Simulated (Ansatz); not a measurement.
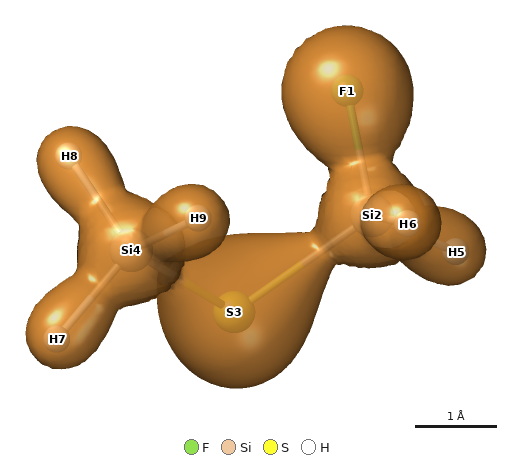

The picture shows: FH5SSi2 (SMILES F[SiH2]S[SiH3]). Isosurface of the total electron density at 0.6 e/Å³ (orange), seen at a tilt.

Geometry: PBE0-D4/def2-TZVP.

Computed with Ansatz 0.2.0, RKS PBE0-D4/def2-TZVPP.

```json
{"atom": "F", "x (Å)": "-1.2956", "y (Å)": "1.1258", "z (Å)": "-1.4555"}
{"atom": "Si", "x (Å)": "0.1411", "y (Å)": "1.3902", "z (Å)": "-0.8066"}
{"atom": "S", "x (Å)": "1.2475", "y (Å)": "-0.4031", "z (Å)": "-0.6363"}
{"atom": "Si", "x (Å)": "-0.0022", "y (Å)": "-1.4309", "z (Å)": "0.7748"}
{"atom": "H", "x (Å)": "0.9082", "y (Å)": "2.2740", "z (Å)": "-1.7103"}
{"atom": "H", "x (Å)": "-0.1041", "y (Å)": "1.9992", "z (Å)": "0.5192"}
{"atom": "H", "x (Å)": "0.8806", "y (Å)": "-2.3521", "z (Å)": "1.5293"}
{"atom": "H", "x (Å)": "-1.0569", "y (Å)": "-2.2049", "z (Å)": "0.0778"}
{"atom": "H", "x (Å)": "-0.6301", "y (Å)": "-0.4446", "z (Å)": "1.6904"}
```

What does this surface tell about the bonding?

Answer. At this value the surface is in one piece. It bridges the sampled Si–F (1.60 Å), Si–S (2.11 Å) and Si–H (1.48 Å) contacts, where the density stays above the isovalue. On the grid the lowest density along these lines, outside the cores, is 0.99 e/Å³ (Si–F, 1.60 Å), 0.69 e/Å³ (Si–S, 2.11 Å) and 0.85 e/Å³ (Si–H, 1.48 Å).
